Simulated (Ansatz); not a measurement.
# SiNH (singlet): the correlation ladder, cc-pVTZ

How much of the correlation energy of SiNH (singlet) does each wave-function method recover here?

Computed with Ansatz 0.2.0, Gaussian basis. Level: cc-pVTZ, core rule «outside noble gas», up to 6 orbitals frozen.

To be run: UHF; CCSD(T) on RHF; BCCD(T) on RHF; CCSDT(Q) on RHF; CASSCF and NEVPT2, 10 electrons in 9 orbitals.

8 further runs of the same task are left out: 3 that didn't finish, 5 set aside as unsound or not needed. Runs told in other sessions of the task aren't counted.

## (1) The system

The geometry is a PBE0/def2-TZVP stationary point (not a proven minimum).

3 atoms, charge 0, spin multiplicity 1.

Atoms are counted from 1 here; the program's logs count them from 0.

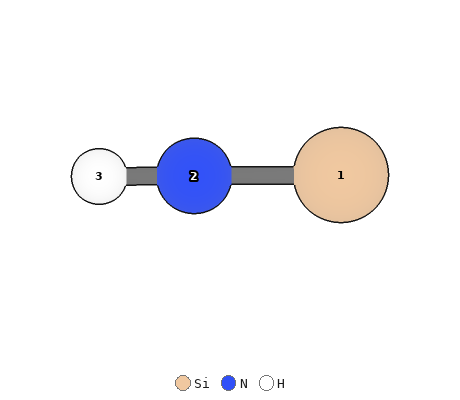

The structure; silicon light orange, nitrogen blue, hydrogen white; atoms are numbered from 1 in the order of the file.

In the tables R marks a restricted determinant and U an unrestricted one; 'valence' is the active space of 10 electrons in 9 orbitals; energies count from the table's Hartree-Fock row.

## (2) UHF

Input file in.yaml:

```yaml
crystal:
  periodic: [false, false, false]
  atoms:
    - {symbol: Si, position_ang: [0.000000, 0.000000, -1.363630]}
    - {symbol: N, position_ang: [0.000000, 0.000000, 0.182007]}
    - {symbol: H, position_ang: [0.000000, 0.000000, 1.181623]}
basis:
  gaussian: {orbitals: cc-pVTZ}
magnetization: {spin_polarized: true, initial_magnetization: 0}
hamiltonian: {xc: hf}
output: {orbitals: {seedname: orbitals}}
```

Run with:

```sh
$ ansatz run in.yaml --threads 1 --pin off --events-out ev --progress --plain --max-ram 2393MiB
```

The log of the run:

```text
Functional definition: HF
  name "HF"
  cite "Fock, Z. Phys. 61, 126 (1930) doi:10.1007/BF01340294"
  parent pbe
  exchange = exact_x
  correlation = 0
634 factors; their error is unknown
mean field evaluation 1: about -9355.6361 eV, gradient 3.0e1 eV
mean field evaluation 2: about -9355.9659 eV, gradient 2.9e1 eV
mean field evaluation 4: about -9359.7194 eV, gradient 4.3e-1 eV
mean field evaluation 8: about -9359.9262 eV, gradient 6.9e-4 eV
mean field evaluation 16: about -9359.2547 eV, gradient 4.7e0 eV
mean field evaluation 32: about -9358.6539 eV, gradient 7.1e0 eV
mean field -9359.92623627 eV, -343.9709447971 hartree, gradient 2.1e-5 eV, S^2 0.000000; 0 other end points of the search recorded, 0 dependent functions left out
reference -9359.92623627 eV, -343.9709447971 hartree; 11, 11 occupied and 67, 67 virtual orbitals, 634 factors
Total energy: -9359.92623627 eV, -343.9709447971 hartree
```

Wall time 1 s (1 thread of Arm Neoverse V1, shared host).

From the report: ⟨S²⟩ of the determinant 0.000 (pure singlet: 0.00).

The unrestricted search falls back on the restricted solution.

## (3) CCSD(T) on RHF

Changes to in.yaml since step 2:

```diff
@@ -8,4 +8,3 @@
   gaussian: {orbitals: cc-pVTZ}
-magnetization: {spin_polarized: true, initial_magnetization: 0}
-hamiltonian: {xc: hf}
-output: {orbitals: {seedname: orbitals}}
+magnetization: {spin_polarized: false}
+correlation: {method: ccsd_t, electrons: outside_noble_gas}
```

Same command.

The log of the run (excerpt; [...] marks lines left out):

```text
Functional definition: HF
  name "HF"
  cite "Fock, Z. Phys. 61, 126 (1930) doi:10.1007/BF01340294"
  parent pbe
[...]
466 factors; integrals over basis functions are off by at most 1.5e-3 eV
[...]
mean field -9359.92655375 eV, -343.9709564642 hartree, gradient 3.2e-6 eV, S^2 0.000000; 0 other end points of the search recorded, 0 dependent functions left out
6 core orbitals not correlated: weight in the atoms' cores, before any rotation towards them, 1.000 or more for the frozen orbitals, at most 0.000 for the correlated occupied ones
reference -9359.92655375 eV, -343.9709564642 hartree; 5, 5 occupied and 67, 67 virtual orbitals, 466 factors
second order -8.39671406 eV of doubles, -0.00000000 eV of singles
cycle   1  -8.27778193 eV  change    1.2e-1 eV  update   1.0e-1
[...]
cycle  10  -8.66486798 eV  change    1.2e-5 eV  update   2.9e-6
perturbative correction -0.47489100 eV, -0.0174519225 hartree
Total energy: -9369.06631273 eV, -344.3068364117 hartree
```

It took 1.1 s on 1 thread of Arm Neoverse V1, shared host.

From the report: correlation -9.1398 eV; T1 0.022; largest double amplitude 0.07.

## (4) BCCD(T) on RHF

Changes to in.yaml since step 3:

```diff
@@ -9,2 +9,2 @@
 magnetization: {spin_polarized: false}
-correlation: {method: ccsd_t, electrons: outside_noble_gas}
+correlation: {method: bccd_t, electrons: outside_noble_gas}
```

Launched as before.

The log of the run (excerpt; [...] marks lines left out):

```text
Functional definition: HF
  name "HF"
  cite "Fock, Z. Phys. 61, 126 (1930) doi:10.1007/BF01340294"
  parent pbe
[...]
466 factors; integrals over basis functions are off by at most 1.5e-3 eV
[...]
mean field -9359.92655375 eV, -343.9709564642 hartree, gradient 3.2e-6 eV, S^2 0.000000; 0 other end points of the search recorded, 0 dependent functions left out
6 core orbitals not correlated: weight in the atoms' cores, before any rotation towards them, 1.000 or more for the frozen orbitals, at most 0.000 for the correlated occupied ones
reference -9359.92655375 eV, -343.9709564642 hartree; 5, 5 occupied and 67, 67 virtual orbitals, 466 factors
second order -8.39671406 eV of doubles, -0.00000000 eV of singles
cycle   1  -8.27574006 eV  change    1.2e-1 eV  update   1.0e-1
[...]
cycle  11  -8.63564512 eV  change    2.3e-6 eV  update   1.3e-6
perturbative correction -0.50493606 eV, -0.0185560581 hartree
Total energy: -9369.06713494 eV, -344.3068666272 hartree
```

Run time: 1.5 s. Hardware: 1 thread of Arm Neoverse V1, shared host.

From the report: correlation -9.1406 eV; largest double amplitude 0.07.

## (5) CCSDT(Q) on RHF

Changes to in.yaml since step 4:

```diff
@@ -9,2 +9,2 @@
 magnetization: {spin_polarized: false}
-correlation: {method: bccd_t, electrons: outside_noble_gas}
+correlation: {method: ccsdt_q, electrons: outside_noble_gas}
```

The command is unchanged.

The log of the run (excerpt; [...] marks lines left out):

```text
Functional definition: HF
  name "HF"
  cite "Fock, Z. Phys. 61, 126 (1930) doi:10.1007/BF01340294"
  parent pbe
[...]
920 factors; integrals over basis functions are off by at most 1.9e-7 eV
[...]
mean field -9359.92657771 eV, -343.9709573448 hartree, gradient 2.3e-6 eV, S^2 0.000000; 0 other end points of the search recorded, 0 dependent functions left out
6 core orbitals not correlated: weight in the atoms' cores, before any rotation towards them, 1.000 or more for the frozen orbitals, at most 0.000 for the correlated occupied ones
reference -9359.92657771 eV, -343.9709573448 hartree; 5, 5 occupied and 67, 67 virtual orbitals, 920 factors
second order -8.39673552 eV of doubles, -0.00000000 eV of singles
cycle   1  -8.27776478 eV  change    1.2e-1 eV  update   1.2e-1
[...]
cycle  15  -9.14856920 eV  change   -2.7e-7 eV  update   3.1e-7
perturbative correction -0.04543381 eV, -0.0016696616 hartree
Total energy: -9369.12058072 eV, -344.3088307234 hartree
```

It took 57 s on 1 thread of Arm Neoverse V1, shared host; peak memory 0.74 GiB.

From the report: correlation -9.1940 eV; T1 0.024; largest double amplitude 0.08.

## (6) CASSCF and NEVPT2, 10 electrons in 9 orbitals

Changes to in.yaml since step 5:

```diff
@@ -8,3 +8,2 @@
   gaussian: {orbitals: cc-pVTZ}
-magnetization: {spin_polarized: false}
-correlation: {method: ccsdt_q, electrons: outside_noble_gas}
+correlation: {method: sc_nevpt2, electrons: outside_noble_gas, active_space: {window: {electrons: 10, orbitals: 9}, shells: [{species: H, l: s, shell: 1}, {species: "N", l: s, shell: 2}, {species: "N", l: p, shell: 2}, {species: Si, l: s, shell: 3}, {species: Si, l: p, shell: 3}]}}
```

The command is unchanged.

The log of the run:

```text
Functional definition: HF
  name "HF"
  cite "Fock, Z. Phys. 61, 126 (1930) doi:10.1007/BF01340294"
  parent pbe
  exchange = exact_x
  correlation = 0
920 factors; integrals over basis functions are off by at most 1.9e-7 eV
mean field evaluation 1: about -9355.8247 eV, gradient 4.3e1 eV
mean field evaluation 2: about -9355.8338 eV, gradient 4.3e1 eV
mean field evaluation 4: about -9359.8866 eV, gradient 3.0e0 eV
mean field evaluation 8: about -9359.9264 eV, gradient 1.4e-1 eV
mean field -9359.92657771 eV, -343.9709573448 hartree, gradient 2.3e-6 eV, S^2 0.000000; 0 other end points of the search recorded, 0 dependent functions left out
reference -9359.92657771 eV, -343.9709573448 hartree; 11, 11 occupied and 67, 67 virtual orbitals, 920 factors
state -9363.56437424 eV, -344.1046439014 hartree
state -9363.56437424 eV, -344.1046439014 hartree; corrected -9367.72136266 eV, -344.2574104082 hartree
Total energy: -9367.72136266 eV, -344.2574104082 hartree
Checks for a lower state left out: starts, orbital_swaps
```

Wall time 5.5 s (1 thread of Arm Neoverse V1, shared host).

From the report: 4,076 determinants; active occupations 2.00, 1.98, 1.98, 1.95, 1.95, 0.05, 0.05, 0.02, 0.02.

## (7) Natural occupations

Natural occupations of the CASSCF valence state about the gap (report; correlated orbitals 1 to 9): 1.997, 1.981, 1.976, 1.951, 1.951, 0.050, 0.050, 0.022, 0.021. The count of effectively unpaired electrons, Σ n²(2 − n)², is 0.05; a single determinant of this spin has 0.

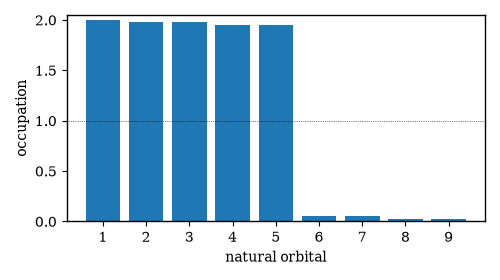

Natural occupations of the CASSCF valence state.

## (8) The ladder

No level here is safe as a reference; RCCSDT(Q) serves as a yardstick only. Rows without a time are mean-field rows or come out of runs for another level: lower rungs of the coupled-cluster runs, CASSCF and MRCISD of the multireference runs, or the Hartree-Fock search.

```tsv
method	energy from the lowest RHF (kcal/mol)	from RCCSDT(Q) (kcal/mol)	time
RHF	0.00	+212.02	
RMP2	-193.63	+18.39	
RCCSD	-199.82	+12.20	
RCCSD(T)	-210.77	+1.25	1.1 s
BCCD(T)	-210.79	+1.23	1.5 s
RCCSDT	-210.97	+1.05	
RCCSDT(Q)	-212.02	0	57 s
CASSCF valence	-83.89	+128.13	
NEVPT2 valence	-179.75	+32.27	5.5 s
```

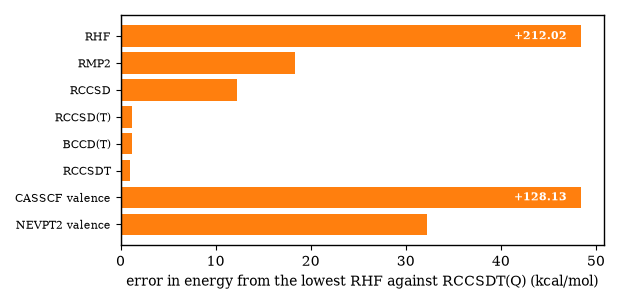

How far each level lands from RCCSDT(Q). Bars with a number in them are cut short.

With the free atoms at the same levels and basis (separate runs), the atomisation energy is 9.797 eV at RCCSDT(Q), 9.774 eV at RCCSD(T), 5.824 eV at RHF.

## (9) Results

```
                      quantity            value
 RCCSDT(Q) from the RHF energy       -9.1940 eV
           RMP2 from RCCSDT(Q)  +18.39 kcal/mol
          RCCSD from RCCSDT(Q)  +12.20 kcal/mol
       RCCSD(T) from RCCSDT(Q)   +1.25 kcal/mol
 NEVPT2 valence from RCCSDT(Q)  +32.27 kcal/mol
                 T1 diagnostic            0.022
effectively unpaired electrons             0.05
```

RCCSD(T) misses by +1.25 kcal/mol, 0.6 % of the correlation energy. One determinant dominates. Warnings: large T1 diagnostic.
